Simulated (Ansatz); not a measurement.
# quartet InNH3 at 6 levels

Aim: a comparison of 6 runs (UHF/STO-3G, UHF/def2-SVP, U-r2SCAN0/def2-SVP, U-revPBE/def2-SVP, UCCSD/def2-SVP, UCCSD(T)/def2-SVP) of quartet InNH3. 

The results are computed with Ansatz 0.2.0.

41 further runs of the same task are left out: 41 set aside as unsound or not needed.

## 1. Starting point

InNH3: 5 atoms, total charge 0, spin state quartet. SMILES of the parent species: `[NH2][InH]`. Geometry: relaxed at PBE0-D4/def2-TZVP. This is one conformer, not always the lowest. That shape belongs to the parent species and isn't relaxed for this state.

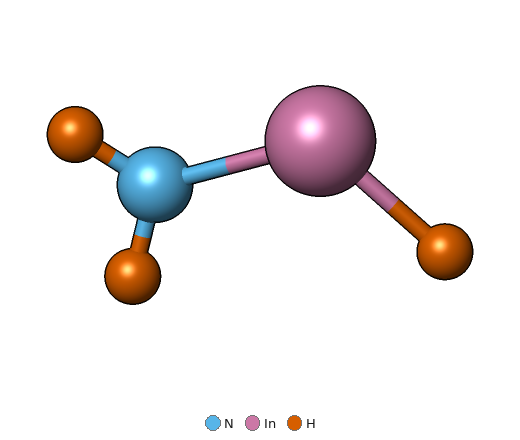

The structure, seen from a chosen angle (nitrogen blue, indium pink, hydrogen orange).

## 2. The energy at UHF/STO-3G (run 1)

File in.yaml:

```yaml
crystal:
  periodic: [false, false, false]
  atoms:
    - {symbol: "N", position_ang: [-0.299400, -0.736500, 0.264700]}
    - {symbol: In, position_ang: [0.846600, 0.946400, 0.296000]}
    - {symbol: H, position_ang: [-0.846800, -0.960800, -0.554700]}
    - {symbol: H, position_ang: [0.017600, -1.585600, 0.707600]}
    - {symbol: H, position_ang: [0.331900, 2.262600, -0.755100]}
basis:
  gaussian: {orbitals: STO-3G}
magnetization: {spin_polarized: true, initial_magnetization: 3}
hamiltonian: {xc: hf}
accuracy: high
output: {orbitals: {seedname: orbitals}}
```

On the command line:

```sh
$ ansatz run in.yaml --threads 1 --pin off --max-ram 3480MiB --events-out events.jsonl --progress --plain --runs-dir runs
```

Log:

```text
Warning: RAYON_NUM_THREADS=1 ignored (pool sized by the plan → 1); use --threads N
Functional definition: HF
  name "HF"
  exchange = exact_x
  correlation = 0
641 factors; integrals over basis functions are off by at most 3.8e-9 eV
mean field evaluation 1: about -156142.2132 eV, gradient 1.0e1 eV
mean field evaluation 2: about -156142.2955 eV, gradient 9.9e0 eV
mean field evaluation 4: about -156143.7482 eV, gradient 1.4e0 eV
mean field evaluation 8: about -156143.8233 eV, gradient 3.8e-4 eV
mean field -156143.82176390 eV, -5738.1796117397 hartree, gradient 2.5e-8 eV, S^2 3.759770; 0 other end points of the search recorded, 0 dependent functions left out
reference -156143.82176390 eV, -5738.1796117397 hartree; 31, 28 occupied and 4, 7 virtual orbitals, 641 factors
Total energy: -156143.82176390 eV, -5738.1796117397 hartree
```

Run time: 0.74 s. Hardware: 1 thread of Arm Neoverse V1, shared host; peak memory 0.1 GiB.

## 3. The energy at UHF/def2-SVP (core potential) (run 2)

File job.yaml:

```yaml
crystal:
  periodic: [false, false, false]
  atoms:
    - {symbol: N, position_ang: [-0.299400, -0.736500, 0.264700]}
    - {symbol: In, position_ang: [0.846600, 0.946400, 0.296000]}
    - {symbol: H, position_ang: [-0.846800, -0.960800, -0.554700]}
    - {symbol: H, position_ang: [0.017600, -1.585600, 0.707600]}
    - {symbol: H, position_ang: [0.331900, 2.262600, -0.755100]}
basis:
  gaussian:
    orbitals: def2-SVP
magnetization:
  spin_polarized: true
  initial_magnetization: 3
hamiltonian:
  xc: hf
accuracy: high
output: {orbitals: {seedname: orbitals}}
```

On the command line:

```sh
$ ansatz run job.yaml --threads 1 --pin off --max-ram 3480MiB --events-out events.jsonl --progress --plain --runs-dir runs
```

Log:

```text
Warning: RAYON_NUM_THREADS=1 ignored (pool sized by the plan → 1); use --threads N
Functional definition: HF
  name "HF"
  exchange = exact_x
  correlation = 0
1331 factors; integrals over basis functions are off by at most 2.7e-9 eV
mean field evaluation 1: about -6671.3731 eV, gradient 1.1e1 eV
mean field evaluation 2: about -6671.3881 eV, gradient 1.1e1 eV
mean field evaluation 4: about -6672.7216 eV, gradient 1.5e0 eV
mean field evaluation 8: about -6672.8037 eV, gradient 1.2e-1 eV
mean field evaluation 16: about -6672.8035 eV, gradient 2.3e-8 eV
mean field evaluation 32: about -6668.7042 eV, gradient 2.7e0 eV
mean field -6672.80350431 eV, -245.2210057949 hartree, gradient 2.2e-8 eV, S^2 3.763092; 0 other end points of the search recorded, 0 dependent functions left out
reference -6672.80350431 eV, -245.2210057949 hartree; 17, 14 occupied and 38, 41 virtual orbitals, 1331 factors
Total energy: -6672.80350431 eV, -245.2210057949 hartree
```

Wall time 1.7 s (1 thread of Arm Neoverse V1, shared host); peak memory 0.14 GiB.

Runs 3 to 5 aren't shown in full; the table further down has their settings and results.

## 4. A single-point energy at UCCSD(T)/def2-SVP (core potential) (run 6)

File run.yaml:

```yaml
crystal:
  periodic: [false, false, false]
  atoms:
    - {symbol: "N", position_ang: [-0.299400, -0.736500, 0.264700]}
    - {symbol: In, position_ang: [0.846600, 0.946400, 0.296000]}
    - {symbol: H, position_ang: [-0.846800, -0.960800, -0.554700]}
    - {symbol: H, position_ang: [0.017600, -1.585600, 0.707600]}
    - {symbol: H, position_ang: [0.331900, 2.262600, -0.755100]}
basis:
  gaussian:
    orbitals: def2-SVP
correlation:
  method: ccsd_t
  frozen_orbitals: {H: 0, In: 4, "N": 1}
total_charge: 0
accuracy: high
scf:
  omitted_lower_state_checks: [cluster_reference, increment]
magnetization:
  spin_polarized: true
  initial_magnetization: 3
```

On the command line:

```sh
$ ansatz run run.yaml --threads 1 --pin off --max-ram 3480MiB --events-out events.jsonl --progress --plain --runs-dir runs
```

Log:

```text
Warning: RAYON_NUM_THREADS=1 ignored (pool sized by the plan → 1); use --threads N
[... 12 lines left out ...]
5 core orbitals not correlated: weight in the atoms' cores, before any rotation towards them, 1.000 or more for the frozen orbitals, at most 0.000 for the correlated occupied ones
[... 32 lines left out ...]
Total energy: -6679.47162315 eV, -245.4660546422 hartree
Checks for a lower state left out: cluster_reference, increment
```

Wall time 13 s (1 thread of Arm Neoverse V1, shared host); peak memory 0.32 GiB.

## 5. Overview of the runs

```
run                                level  core potential  frozen core orbitals   energy (Eh)  HOMO energy (eV)   ⟨S²⟩  wall time
  1                           UHF/STO-3G            none                     –  -5738.179612             -0.89  3.760     0.74 s
  2        UHF/def2-SVP (core potential)        def2-SVP                     –   -245.221006             -5.00  3.763      1.7 s
  3  U-r2SCAN0/def2-SVP (core potential)        def2-SVP                     –   -246.459822             -3.23  3.759       20 s
  4   U-revPBE/def2-SVP (core potential)        def2-SVP                     –   -246.487545             -2.29  3.755        6 s
  5      UCCSD/def2-SVP (core potential)        def2-SVP                     5   -245.460310                 –  3.763       11 s
  6   UCCSD(T)/def2-SVP (core potential)        def2-SVP                     5   -245.466055                 –  3.763       13 s
```

## 6. What came out

| quantity | value |
| --- | --- |
| run 6: total energy | -245.46605 Eh |
| run 6: correlation energy (5 core orbitals frozen) | -245.0 mEh |
| run 6: (T) correction | -5.74 mEh |
| run 6: ⟨S²⟩ of the reference determinant | 3.763 |
| run 6: T1 diagnostic | 0.014 |

In words: Below the UHF energy at the same shape and in the same basis (def2-SVP): UCCSD -239.3 mEh; UCCSD(T) -245.0 mEh. Totals of different functionals can't be ranked against each other. Some runs of one species differ in core potentials or relativity; totals across that change don't compare. In run 1 the basis is minimal, so the values are rough. In run 1 relativity is left out where basis or elements ask for it. All runs together took 53 s, the longest 20 s.
